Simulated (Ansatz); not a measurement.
**singlet InSiH3ClO+: levels of theory compared**

Wanted: a comparison of 6 runs (HF/3-21G, B2PLYP/def2-SVP, B3LYP/def2-SVP, wB97M-V/def2-SVP, wB97X/def2-SVP, RPA@PBE0/def2-SVP) of singlet InSiH3ClO+. 

Program for the calculation: Ansatz 0.2.0.

113 further runs of the same task are left out: 113 set aside as unsound or not needed.

## 1. The structure to begin with

The species is InSiH3ClO+ (7 atoms), meant as a singlet with charge +1. As SMILES of the parent species, `[SiH3][O][In][Cl]`. The shape is that of a PBE0-D4/def2-TZVP optimisation. This is one conformer, not always the lowest. That shape belongs to the parent species and isn't relaxed for this state.

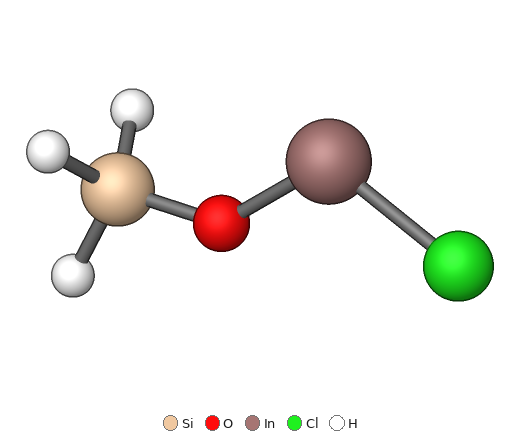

The structure, seen from a chosen angle (silicon light orange, oxygen red, indium brown, chlorine green, hydrogen white).

## 2. A single-point energy at HF/3-21G (run 1)

File molecule.yaml:

```yaml
crystal:
  periodic: [false, false, false]
  atoms:
    - symbol: Si
      position_ang: [0.016600, 1.144600, 0.460800]
    - symbol: O
      position_ang: [0.203700, -0.441600, 0.114500]
    - symbol: In
      position_ang: [-0.437600, -1.723300, -1.270600]
    - symbol: Cl
      position_ang: [0.330700, -3.933200, -1.041200]
    - symbol: H
      position_ang: [0.496200, 2.009500, -0.655300]
    - symbol: H
      position_ang: [0.803700, 1.457800, 1.681900]
    - symbol: H
      position_ang: [-1.413400, 1.486100, 0.709900]
basis:
  gaussian: {orbitals: 3-21G-spherical.json}
total_charge: 1
magnetization: {spin_polarized: false, initial_magnetization: 0}
hamiltonian: {xc: hf}
accuracy: high
output: {orbitals: {seedname: orbitals}}
```

The basis set 3-21G is read from a file made from the Basis Set Exchange's data (not shown).

Run with:

```
$ ansatz run molecule.yaml --threads 1 --pin off --max-ram 3480MiB --events-out events.jsonl --progress --plain --runs-dir runs
```

The log of the run:

```text
Warning: RAYON_NUM_THREADS=1 ignored (pool sized by the plan → 1); use --threads N
Functional definition: HF
  name "HF"
  exchange = exact_x
  correlation = 0
1521 factors; integrals over basis functions are off by at most 5.4e-9 eV
mean field evaluation 1: about -177830.5099 eV, gradient 5.7e1 eV
mean field evaluation 2: about -177830.7634 eV, gradient 5.7e1 eV
mean field evaluation 4: about -177837.5805 eV, gradient 6.3e0 eV
mean field evaluation 8: about -177837.7332 eV, gradient 5.8e-1 eV
mean field evaluation 16: about -177837.7364 eV, gradient 2.2e-8 eV
mean field -177837.73643003 eV, -6535.4162710565 hartree, gradient 2.5e-8 eV, S^2 0.000000; 0 other end points of the search recorded, 0 dependent functions left out
reference -177837.73643003 eV, -6535.4162710565 hartree; 45, 45 occupied and 27, 27 virtual orbitals, 1521 factors
Total energy: -177837.73643003 eV, -6535.4162710565 hartree
```

Wall time 2.3 s (1 thread of Arm Neoverse V2, shared host); peak memory 0.22 GiB.

## 3. The energy at B2PLYP/def2-SVP (core potential) (run 2)

File input.yaml:

```yaml
crystal:
  periodic: [false, false, false]
  atoms:
    - {symbol: Si, position_ang: [0.016600, 1.144600, 0.460800]}
    - {symbol: O, position_ang: [0.203700, -0.441600, 0.114500]}
    - {symbol: In, position_ang: [-0.437600, -1.723300, -1.270600]}
    - {symbol: Cl, position_ang: [0.330700, -3.933200, -1.041200]}
    - {symbol: H, position_ang: [0.496200, 2.009500, -0.655300]}
    - {symbol: H, position_ang: [0.803700, 1.457800, 1.681900]}
    - {symbol: H, position_ang: [-1.413400, 1.486100, 0.709900]}
basis:
  gaussian:
    orbitals: def2-SVP
total_charge: 1
magnetization:
  spin_polarized: false
hamiltonian:
  xc: {name: B2PLYP}
correlation:
  frozen_orbitals: {Cl: 5, H: 0, In: 4, O: 1, Si: 5}
accuracy: high
output: {orbitals: {seedname: orbitals}}
```

Run with:

```
$ ansatz run input.yaml --threads 1 --pin off --max-ram 3480MiB --events-out events.jsonl --progress --plain --runs-dir runs
```

The log of the run, cut to the lines that bear on the results:

```text
Warning: RAYON_NUM_THREADS=1 ignored (pool sized by the plan → 1); use --threads N
Functional definition: B2PLYP
  name "B2PLYP"
[...]
2005 factors; integrals over basis functions are off by at most 8.1e-9 eV
[...]
mean field -27633.81770870 eV, -1015.5240699205 hartree, gradient 1.3e-8 eV, S^2 0.000000; 0 other end points of the search recorded, 0 dependent functions left out
15 core orbitals not correlated: weight in the atoms' cores, before any rotation towards them, 1.000 or more for the frozen orbitals, at most 0.000 for the correlated occupied ones
reference -27633.81773626 eV, -1015.5240709333 hartree; 16, 16 occupied and 60, 60 virtual orbitals, 2005 factors
second order -17.07226913 eV of doubles, -0.00000000 eV of singles
Total energy: -27638.42724893 eV, -1015.6934673993 hartree
```

Run time: 17 s. Hardware: 1 thread of Arm Neoverse V2, shared host; peak memory 0.35 GiB.

Run 3 isn't shown in full; the table further down has it.

## 4. The energy at wB97M-V/def2-SVP (core potential) (run 4)

File in.yaml:

```yaml
crystal:
  periodic: [false, false, false]
  atoms:
    - {symbol: Si, position_ang: [0.016600, 1.144600, 0.460800]}
    - {symbol: O, position_ang: [0.203700, -0.441600, 0.114500]}
    - {symbol: In, position_ang: [-0.437600, -1.723300, -1.270600]}
    - {symbol: Cl, position_ang: [0.330700, -3.933200, -1.041200]}
    - {symbol: H, position_ang: [0.496200, 2.009500, -0.655300]}
    - {symbol: H, position_ang: [0.803700, 1.457800, 1.681900]}
    - {symbol: H, position_ang: [-1.413400, 1.486100, 0.709900]}
basis:
  gaussian:
    orbitals: def2-SVP
output: {orbitals: {seedname: orbitals}}
hamiltonian:
  xc: {name: wB97M-V}
accuracy: high
total_charge: 1
```

Run with:

```
$ ansatz run in.yaml --threads 1 --pin off --max-ram 3480MiB --events-out events.jsonl --progress --plain --runs-dir runs
```

The log of the run, cut to the lines that bear on the results:

```text
Warning: RAYON_NUM_THREADS=1 ignored (pool sized by the plan → 1); use --threads N
Functional definition: wB97M-V
  name "wB97M-V"
[...]
  gx(w, u) = 1 - cx + cx01*u + cx10*w
  gss(w, u) = css00 + css04*u^4 + css10*w + css20*w^2 + css43*w^4*u^3
  gos(w, u) = cos00 + cos10*w + (cos20 + cos21*u)*w^2 + (cos60 + cos61*u)*w^6
[...]
      + integral(e_c_pw_mod_opposite_spin*gos(b97_w_opposite, b97_u_opposite)) + vv10(b, c)
2005 factors; integrals over basis functions are off by at most 8.1e-9 eV
423 factors; integrals over basis functions are off by at most 2.3e-9 eV
[...]
mean field -27651.50473166 eV, -1016.1740560254 hartree, gradient 6.5e-8 eV, S^2 0.000000; 0 other end points of the search recorded, 0 dependent functions left out
reference -27651.50473710 eV, -1016.1740562254 hartree; 31, 31 occupied and 60, 60 virtual orbitals, 2005 factors
Total energy: -27651.50473710 eV, -1016.1740562254 hartree
```

Wall time 97 s (1 thread of Arm Neoverse V2, shared host); peak memory 0.69 GiB.

Run 5 isn't shown in full; the table further down has it.

## 5. The energy at RPA@PBE0/def2-SVP (core potential) (run 6)

Edit in.yaml of step 4 so:

```diff
@@ -13,6 +13,8 @@
     orbitals: def2-SVP
-output: {orbitals: {seedname: orbitals}}
+total_charge: 1
 hamiltonian:
-  xc: {name: wB97M-V}
+  xc: {name: PBE0}
+correlation:
+  method: rpa
+  frozen_orbitals: {Cl: 5, H: 0, In: 4, O: 1, Si: 5}
 accuracy: high
-total_charge: 1
```

Run with:

```
$ ansatz run in.yaml --threads 1 --pin off --max-ram 3480MiB --events-out events.jsonl --progress --plain --runs-dir runs
```

The log of the run, cut to the lines that bear on the results:

```text
Warning: RAYON_NUM_THREADS=1 ignored (pool sized by the plan → 1); use --threads N
Functional definition: PBE0
  name "PBE0"
[...]
2005 factors; integrals over basis functions are off by at most 8.1e-9 eV
[...]
mean field -27645.21656222 eV, -1015.9429700608 hartree, gradient 9.6e-8 eV, S^2 0.000000; 0 other end points of the search recorded, 0 dependent functions left out
15 core orbitals not correlated: weight in the atoms' cores, before any rotation towards them, 1.000 or more for the frozen orbitals, at most 0.000 for the correlated occupied ones
reference -27583.79306018 eV, -1013.6856979952 hartree; 16, 16 occupied and 60, 60 virtual orbitals, 2005 factors
Total energy: -27604.00848435 eV, -1014.4286011309 hartree
```

Wall time 17 s (1 thread of Arm Neoverse V2, shared host); peak memory 0.43 GiB.

## 6. Overview of the runs

```csv
run,level,core potential,frozen core orbitals,energy (Eh),HOMO energy (eV),LUMO energy (eV),HOMO–LUMO gap (eV),wall time
1,HF/3-21G,none,–,-6535.416271,-16.10,-8.04,8.06,2.3 s
2,B2PLYP/def2-SVP (core potential),def2-SVP,15,-1015.693467,-14.31,-10.00,4.31,17 s
3,B3LYP/def2-SVP (core potential),def2-SVP,–,-1016.405170,-13.01,-11.12,1.90,9.3 s
4,wB97M-V/def2-SVP (core potential),def2-SVP,–,-1016.174056,-15.25,-9.12,6.13,97 s
5,wB97X/def2-SVP (core potential),def2-SVP,–,-1016.302697,-15.50,-9.20,6.29,37 s
6,RPA@PBE0/def2-SVP (core potential),def2-SVP,15,-1014.428601,–,–,–,17 s
```

## 7. What came out

```
                               quantity           value
                    run 6: total energy  -1014.42860 Eh
run 6: RPA correlation energy (valence)      -742.9 mEh
```

In words: Over runs 1, 2, 3, 4, 5 the HOMO–LUMO gap runs from 1.90 eV (B3LYP/def2-SVP) to 8.06 eV (HF/3-21G). The two ends differ in method and basis and core potential. Totals of different functionals can't be ranked against each other. Some runs of one species differ in core potentials or relativity; totals across that change don't compare. In run 1 relativity is left out where basis or elements ask for it. All runs together took 3 min, the longest 97 s.
